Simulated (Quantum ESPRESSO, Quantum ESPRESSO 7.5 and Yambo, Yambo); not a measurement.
**A GW chain in Yambo: InP (F-43m)**

Wanted: ground state, empty states, screening and self-energy for InP (F-43m).

Method: PBE and many-body steps on it, plane waves, in Quantum ESPRESSO 7.5 and Yambo 5.3.0.

## Step 1: Starting point

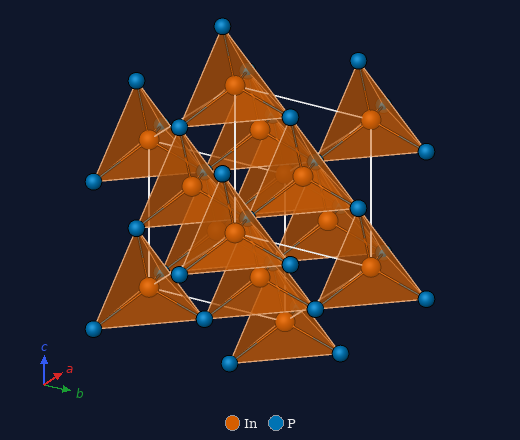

Start, viewed from a free direction; indium orange, phosphorus blue. This picture shows the conventional cell, with its axes. Some periodic images of atoms are drawn too.

The cell and positions come from the Crystallography Open Database and are kept as given unless a step says otherwise.

## Step 2: Ground state

This step: Quantum ESPRESSO 7.5; DFT, PBE, plane waves, norm-conserving pseudopotentials.

The ground-state density comes first.

The input, pw.in:

```
&control
  calculation = 'scf'
  prefix = 'x'
  outdir = 'o'
  pseudo_dir = 'pseudo'
/
&system
  ibrav = 0
  nat = 2
  ntyp = 2
  ecutwfc = 80.0
  nbnd = 18
  force_symmorphic = .true.
/
&electrons
  conv_thr = 1e-10
  electron_maxstep = 80
  mixing_beta = 0.5
/
ATOMIC_SPECIES
  In 114.82 In.upf
  P 30.974 P.upf
CELL_PARAMETERS angstrom
  -0.0000000000 2.9343500000 2.9343500000
  2.9343500000 -0.0000000000 2.9343500000
  2.9343500000 2.9343500000 -0.0000000000
ATOMIC_POSITIONS crystal
  In 0.0000000000 0.0000000000 0.0000000000
  P 0.2500000000 0.2500000000 0.2500000000
K_POINTS automatic
  6 6 6 0 0 0
```

The run is started by

```sh
$ OMP_NUM_THREADS=1 mpirun -n 4 pw.x -nk 4 -in pw.in > pw.out
```

The program printed:

```text
Program PWSCF v.7.5 starts

     This program is part of the open-source Quantum ESPRESSO suite
     for quantum simulation of materials; please cite
         "P. Giannozzi et al., J. Phys.:Condens. Matter 21 395502 (2009);
         "P. Giannozzi et al., J. Phys.:Condens. Matter 29 465901 (2017);
         "P. Giannozzi et al., J. Chem. Phys. 152 154105 (2020);
     in publications or presentations arising from this work. More details at
     Message from routine setup:
     using ibrav=0 with symmetry is DISCOURAGED, use correct ibrav instead

     G-vector sticks info

     bravais-lattice index     =            0
     lattice parameter (alat)  =       7.8420  a.u.
     unit-cell volume          =     341.0062 (a.u.)^3
     number of atoms/cell      =            2
     number of atomic types    =            2
     number of electrons       =        26.00
     number of Kohn-Sham states=           18
     kinetic-energy cutoff     =      80.0000  Ry
     charge density cutoff     =     320.0000  Ry
     scf convergence threshold =      1.0E-10
     mixing beta               =       0.5000
     number of iterations used =            8  plain     mixing
     Exchange-correlation= PBE
                           (   1   4   3   4   0   0   0)

     celldm(1)=   7.841981  celldm(2)=   0.000000  celldm(3)=   0.000000
     celldm(4)=   0.000000  celldm(5)=   0.000000  celldm(6)=   0.000000

     crystal axes: (cart. coord. in units of alat)
               a(1) = (  -0.000000   0.707107   0.707107 )
               a(2) = (   0.707107  -0.000000   0.707107 )
               a(3) = (   0.707107   0.707107  -0.000000 )

     reciprocal axes: (cart. coord. in units 2 pi/alat)
               b(1) = ( -0.707107  0.707107  0.707107 )
               b(2) = (  0.707107 -0.707107  0.707107 )
               b(3) = (  0.707107  0.707107 -0.707107 )
     Pseudo is Norm-conserving + core correction, Zval = 21.0
     Generated using ONCVPSP code by D. R. Hamann
     Using radial grid of 1964 points,  6 beta functions with:
     Pseudo is Norm-conserving + core correction, Zval =  5.0
     Generated using ONCVPSP code by D. R. Hamann
     Using radial grid of 1298 points,  6 beta functions with:
     In               21.00   114.82000     In( 1.00)
     P                 5.00    30.97400     P ( 1.00)

     24 Sym. Ops. (no inversion) found

   Cartesian axes

     site n.     atom                  positions (alat units)
         1        In     tau(   1) = (   0.0000000   0.0000000   0.0000000  )
         2        P      tau(   2) = (   0.3535534   0.3535534   0.3535534  )

     number of k points=    16
                       cart. coord. in units 2pi/alat
        k(    1) = (   0.0000000   0.0000000   0.0000000), wk =   0.0092593
        k(    2) = (   0.1178511   0.1178511  -0.1178511), wk =   0.0740741
        k(    3) = (   0.2357023   0.2357023  -0.2357023), wk =   0.0740741
        k(    4) = (  -0.3535534  -0.3535534   0.3535534), wk =   0.0370370
        k(    5) = (   0.2357023   0.0000000  -0.0000000), wk =   0.0555556
        k(    6) = (   0.3535534   0.1178511  -0.1178511), wk =   0.2222222
        k(    7) = (  -0.2357023  -0.4714045   0.4714045), wk =   0.2222222
        k(    8) = (  -0.1178511  -0.3535534   0.3535534), wk =   0.2222222
        k(    9) = (   0.0000000  -0.2357023   0.2357023), wk =   0.1111111
        k(   10) = (   0.4714045   0.0000000  -0.0000000), wk =   0.0555556
     [... 4 further rows ...]
        k(   15) = (  -0.1178511  -0.3535534   0.5892557), wk =   0.2222222
        k(   16) = (  -0.7071068   0.2357023   0.0000000), wk =   0.1111111

     Dense  grid:    33079 G-vectors     FFT dimensions: (  45,  45,  45)

     Initial potential from superposition of free atoms

     starting charge      25.9960, renormalised to      26.0000
     Starting wfcs are   17 randomized atomic wfcs +    1 random wfcs

     per-process dynamical memory:    28.8 Mb

     Self-consistent Calculation

     iteration #  1     ecut=    80.00 Ry     beta= 0.50

     Threshold (ethr) on eigenvalues was too large:
     Diagonalizing with lowered threshold

     total energy              =    -412.74746097 Ry
     estimated scf accuracy    <       0.10739234 Ry

     iteration #  2     ecut=    80.00 Ry     beta= 0.50

     total energy              =    -412.77076598 Ry
     estimated scf accuracy    <       0.00822102 Ry

     iteration #  3     ecut=    80.00 Ry     beta= 0.50

     total energy              =    -412.77160411 Ry
     estimated scf accuracy    <       0.00140623 Ry

     iteration #  4     ecut=    80.00 Ry     beta= 0.50

     total energy              =    -412.77165302 Ry
     estimated scf accuracy    <       0.00002987 Ry

     iteration #  5     ecut=    80.00 Ry     beta= 0.50

     total energy              =    -412.77166083 Ry
     estimated scf accuracy    <       0.00000137 Ry

     iteration #  6     ecut=    80.00 Ry     beta= 0.50

     total energy              =    -412.77166130 Ry
     estimated scf accuracy    <       0.00000022 Ry

     iteration #  7     ecut=    80.00 Ry     beta= 0.50

     total energy              =    -412.77166136 Ry
     estimated scf accuracy    <          2.9E-09 Ry

     iteration #  8     ecut=    80.00 Ry     beta= 0.50

     total energy              =    -412.77166136 Ry
     estimated scf accuracy    <          5.6E-10 Ry

     iteration #  9     ecut=    80.00 Ry     beta= 0.50

     End of self-consistent calculation

          k = 0.0000 0.0000 0.0000 (  4111 PWs)   bands (ev):

  -106.7657 -65.2427 -65.2427 -65.2427  -5.9357  -5.9357  -5.9357  -5.7871
    -5.7871  -3.2311   8.2604   8.2604   8.2604   8.9469  12.3492  12.3492
    12.3492  16.8336

          k = 0.1179 0.1179-0.1179 (  4101 PWs)   bands (ev):

  -106.7657 -65.2428 -65.2427 -65.2427  -5.9669  -5.9235  -5.9235  -5.7866
    -5.7866  -2.9201   6.0785   7.9582   7.9582  10.0471  12.7529  12.7862
    12.7862  16.8614

          k = 0.2357 0.2357-0.2357 (  4128 PWs)   bands (ev):

  -106.7657 -65.2429 -65.2427 -65.2427  -6.0249  -5.9041  -5.9041  -5.7802
    -5.7802  -2.1181   3.7083   7.4893   7.4893   9.9042  13.1243  13.1243
    14.5294  17.1650

          k =-0.3536-0.3536 0.3536 (  4140 PWs)   bands (ev):

     [... further k-points ...]

     highest occupied, lowest unoccupied level (ev):     8.2604    8.9469

!    total energy              =    -412.77166136 Ry
     estimated scf accuracy    <          5.0E-12 Ry

     The total energy is the sum of the following terms:
     one-electron contribution =    -293.80604769 Ry
     hartree contribution      =     149.15520848 Ry
     xc contribution           =     -60.28463715 Ry
     ewald contribution        =    -207.83618500 Ry

     convergence has been achieved in   9 iterations

     XML data file, charge density, pseudopotentials, collected wavefunctions

=------------------------------------------------------------------------------=
   JOB DONE.
=------------------------------------------------------------------------------=
```

Run time: 5.9 s. Hardware: 4 MPI ranks of Arm Neoverse V1, shared host; peak memory 0.26 GiB; 23 s of CPU time.

This step gave:

```yaml
total_energy: -5616.0446 eV
gap: 0.6864 eV
k_of_the_valence_top: 0, 0, 0
k_of_the_conduction_bottom: 0, 0, 0
least_direct_gap: 0.6864 eV
```

The gap is direct, at Γ.

## Step 3: Bands along the symmetry lines

Levels along a band path, at the cheap level, show where the edges lie and whether the meshes to come will hold them.

The input, pw.in:

```
&control
  calculation = 'bands'
  prefix = 'x'
  outdir = 'o'
  pseudo_dir = 'pseudo'
/
&system
  ibrav = 0
  nat = 2
  ntyp = 2
  ecutwfc = 80.0
  nbnd = 19
  force_symmorphic = .true.
/
&electrons
  conv_thr = 1e-9
  electron_maxstep = 80
  diago_full_acc = .true.
  diago_thr_init = 5e-6
/
ATOMIC_SPECIES
  In 114.82 In.upf
  P 30.974 P.upf
CELL_PARAMETERS angstrom
  -0.0000000000 2.9343500000 2.9343500000
  2.9343500000 -0.0000000000 2.9343500000
  2.9343500000 2.9343500000 -0.0000000000
ATOMIC_POSITIONS crystal
  In 0.0000000000 0.0000000000 0.0000000000
  P 0.2500000000 0.2500000000 0.2500000000
K_POINTS crystal
  50
  0.00000000 0.00000000 0.00000000 1
  -0.06250000 -0.06250000 0.00000000 1
  -0.12500000 -0.12500000 0.00000000 1
  -0.18750000 -0.18750000 0.00000000 1
  -0.25000000 -0.25000000 0.00000000 1
  -0.31250000 -0.31250000 0.00000000 1
  -0.37500000 -0.37500000 0.00000000 1
  -0.43750000 -0.43750000 0.00000000 1
  -0.50000000 -0.50000000 0.00000000 1
  -0.48437500 -0.48437500 0.03125000 1
  -0.46875000 -0.46875000 0.06250000 1
  -0.45312500 -0.45312500 0.09375000 1
  -0.43750000 -0.43750000 0.12500000 1
  -0.42187500 -0.42187500 0.15625000 1
  -0.40625000 -0.40625000 0.18750000 1
  -0.39062500 -0.39062500 0.21875000 1
  -0.37500000 -0.37500000 0.25000000 1
  -0.37500000 0.00000000 0.37500000 1
  -0.32812500 0.00000000 0.32812500 1
  -0.28125000 0.00000000 0.28125000 1
  -0.23437500 0.00000000 0.23437500 1
  -0.18750000 0.00000000 0.18750000 1
  -0.14062500 0.00000000 0.14062500 1
  -0.09375000 0.00000000 0.09375000 1
  -0.04687500 0.00000000 0.04687500 1
  0.00000000 0.00000000 0.00000000 1
  0.00000000 0.00000000 0.06250000 1
  0.00000000 0.00000000 0.12500000 1
  0.00000000 0.00000000 0.18750000 1
  0.00000000 0.00000000 0.25000000 1
  0.00000000 0.00000000 0.31250000 1
  0.00000000 0.00000000 0.37500000 1
  0.00000000 0.00000000 0.43750000 1
  -0.00000000 -0.00000000 0.50000000 1
  -0.06250000 -0.03125000 0.46875000 1
  -0.12500000 -0.06250000 0.43750000 1
  -0.18750000 -0.09375000 0.40625000 1
  -0.25000000 -0.12500000 0.37500000 1
  -0.31250000 -0.15625000 0.34375000 1
  -0.37500000 -0.18750000 0.31250000 1
  -0.43750000 -0.21875000 0.28125000 1
  -0.50000000 -0.25000000 0.25000000 1
  -0.50000000 -0.28125000 0.21875000 1
  -0.50000000 -0.31250000 0.18750000 1
  -0.50000000 -0.34375000 0.15625000 1
  -0.50000000 -0.37500000 0.12500000 1
  -0.50000000 -0.40625000 0.09375000 1
  -0.50000000 -0.43750000 0.06250000 1
  -0.50000000 -0.46875000 0.03125000 1
  -0.50000000 -0.50000000 0.00000000 1
```

The program printed:

```text
[banner, memory and clock lines left out]
Program PWSCF v.7.5 starts

     Atomic positions and unit cell read from directory:
     o/x.save/

     Message from routine setup:
     using ibrav=0 with symmetry is DISCOURAGED, use correct ibrav instead

     G-vector sticks info

     bravais-lattice index     =            0
     lattice parameter (alat)  =       7.8420  a.u.
     unit-cell volume          =     341.0062 (a.u.)^3
     number of atoms/cell      =            2
     number of atomic types    =            2
     number of electrons       =        26.00
     number of Kohn-Sham states=           19
     kinetic-energy cutoff     =      80.0000  Ry
     charge density cutoff     =     320.0000  Ry
     Exchange-correlation= PBE
                           (   1   4   3   4   0   0   0)

     celldm(1)=   7.841981  celldm(2)=   0.000000  celldm(3)=   0.000000
     celldm(4)=   0.000000  celldm(5)=   0.000000  celldm(6)=   0.000000

     crystal axes: (cart. coord. in units of alat)
               a(1) = (  -0.000000   0.707107   0.707107 )
               a(2) = (   0.707107  -0.000000   0.707107 )
               a(3) = (   0.707107   0.707107  -0.000000 )

     reciprocal axes: (cart. coord. in units 2 pi/alat)
               b(1) = ( -0.707107  0.707107  0.707107 )
               b(2) = (  0.707107 -0.707107  0.707107 )
               b(3) = (  0.707107  0.707107 -0.707107 )
     Pseudo is Norm-conserving + core correction, Zval = 21.0
     Generated using ONCVPSP code by D. R. Hamann
     Using radial grid of 1964 points,  6 beta functions with:
     Pseudo is Norm-conserving + core correction, Zval =  5.0
     Generated using ONCVPSP code by D. R. Hamann
     Using radial grid of 1298 points,  6 beta functions with:
     In               21.00   114.82000     In( 1.00)
     P                 5.00    30.97400     P ( 1.00)

     24 Sym. Ops. (no inversion) found

   Cartesian axes

     site n.     atom                  positions (alat units)
         1        In     tau(   1) = (   0.0000000   0.0000000   0.0000000  )
         2        P      tau(   2) = (   0.3535534   0.3535534   0.3535534  )

     number of k points=    50
                       cart. coord. in units 2pi/alat
        k(    1) = (   0.0000000   0.0000000   0.0000000), wk =   0.0400000
        k(    2) = (   0.0000000   0.0000000  -0.0883883), wk =   0.0400000
        k(    3) = (   0.0000000   0.0000000  -0.1767767), wk =   0.0400000
[...]
[... 38 further rows ...]
        k(   49) = (   0.0441942  -0.0000000  -0.7071068), wk =   0.0400000
        k(   50) = (   0.0000000   0.0000000  -0.7071068), wk =   0.0400000

     Dense  grid:    33079 G-vectors     FFT dimensions: (  45,  45,  45)

     The potential is recalculated from file :
     o/x.save/charge-density

     Starting wfcs are   17 randomized atomic wfcs +    2 random wfcs

     Band Structure Calculation

     End of band structure calculation

          k = 0.0000 0.0000 0.0000 (  4111 PWs)   bands (ev):

  -106.7657 -65.2427 -65.2427 -65.2427  -5.9358  -5.9358  -5.9358  -5.7871
    -5.7871  -3.2311   8.2604   8.2604   8.2604   8.9469  12.3492  12.3492
    12.3492  16.8337  17.6674

          k = 0.0000 0.0000-0.0884 (  4127 PWs)   bands (ev):

  -106.7657 -65.2427 -65.2427 -65.2427  -5.9444  -5.9320  -5.9320  -5.7886
[...]
12.5505  17.0290  17.1894

          k = 0.0000 0.0000-0.1768 (  4112 PWs)   bands (ev):

[...]
13.0776  16.0599  17.8131

          k =-0.0000 0.0000-0.2652 (  4096 PWs)   bands (ev):

[...]
k = 0.0000 0.0000-0.3536 (  4088 PWs)   bands (ev):

[...]
k = 0.0000-0.0000-0.4419 (  4100 PWs)   bands (ev):

[...]
k =-0.0000 0.0000-0.5303 (  4100 PWs)   bands (ev):

[...]
k = 0.0000-0.0000-0.6187 (  4116 PWs)   bands (ev):

[...]
k = 0.5303-0.0000-0.5303 (  4149 PWs)   bands (ev):

[...]
k = 0.0000 0.0000 0.0000 (  4111 PWs)   bands (ev):

[...]
k = 0.1326 0.0000-0.7071 (  4138 PWs)   bands (ev):

[...]
k = 0.0884-0.0000-0.7071 (  4132 PWs)   bands (ev):

[...]
k = 0.0442-0.0000-0.7071 (  4126 PWs)   bands (ev):

[...]
17.6184  17.9297  19.1098

          k = 0.0000 0.0000-0.7071 (  4136 PWs)   bands (ev):

  -106.7657 -65.2429 -65.2428 -65.2428  -6.1176  -5.8374  -5.8328  -5.8328
    -5.7526  -0.8726   2.5257   5.9541   5.9541  10.0272  10.5269  17.4628
    17.8196  17.8196  19.0366

     XML data file, pseudopotentials, collected wavefunctions
```

It took 5.2 s on 4 MPI ranks; peak memory 0.23 GiB.

Numbers from this step:

* gap: 0.6864 eV
* k of the valence top: 0, 0, 0
* k of the conduction bottom: 0, 0, 0
* least direct gap: 0.6864 eV

The gap is 0.686 eV, as in the run before at this level.

Electronic bands along the path, in eV, zero at the top of the highest filled band:

```
    point  band 10  band 11  band 12  band 13  band 14  band 15  band 16  band 17
        Γ   -11.49     0.00     0.00     0.00     0.69     4.09     4.09     4.09
        X    -9.13    -5.73    -2.31    -2.31     1.77     2.27     9.20     9.56
        U    -9.14    -5.59    -3.29    -1.93     2.36     4.38     7.50     7.53
jump to K    -9.14    -5.59    -3.29    -1.93     2.36     4.38     7.50     7.53
        Γ   -11.49     0.00     0.00     0.00     0.69     4.09     4.09     4.09
        L    -9.78    -5.71    -0.96    -0.96     1.49     4.80     4.80     7.11
        W    -9.06    -5.58    -2.94    -2.89     4.29     4.37     5.56     6.21
        X    -9.13    -5.73    -2.31    -2.31     1.77     2.27     9.20     9.56
```

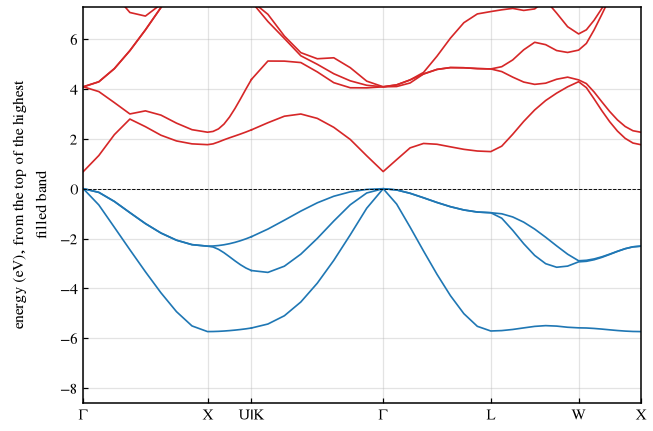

Electronic bands along the path; lines of filled and empty bands in two colours.

[end of part 1 of 2]

[Paths, hosts, dates, memory and timing lines, banners, echoed tables and standing remarks are left out of the program output.]

[Logs are printed without paths, hosts, clocks, repeated set-up lines and the standing remarks that a program may print on its own settings, such as how far it seeks lower states.]

[Runs of the session that timed out or met a known fault of the program may be left out.]

[Hosts, paths, dates, database ids (printed as entryN), source tags and the programs' standing remarks are cut or masked in the printed files.]
